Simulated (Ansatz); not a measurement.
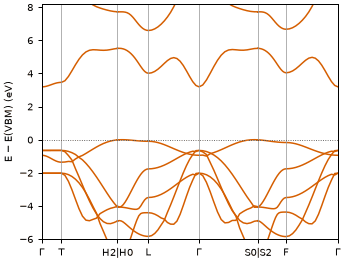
Figure. Band structure from plane-wave PAW PBE (Ansatz code)

The gap is 3.19 eV; an edge lies off the plotted path or next to a special point (maximum off the standard path, minimum at Γ).

The material is SiO₂ in space group R3m (No. 160; Si on 3a, O on 3a, O on 3a).

The cell is a constructed one: a structure type filled with these elements; neither database checked (COD, Materials Project) lists it. It is not the phase usual at ambient conditions (space group No. 92, 152, 154). Symmetry was held in the PBE relaxation; whether a distortion lowers the energy is not shown. A crystal of weakly bound layers computed without a dispersion correction: the cell and the soft elastic constants depend strongly on that.

Potentials: the later of the program's two PAW sets.
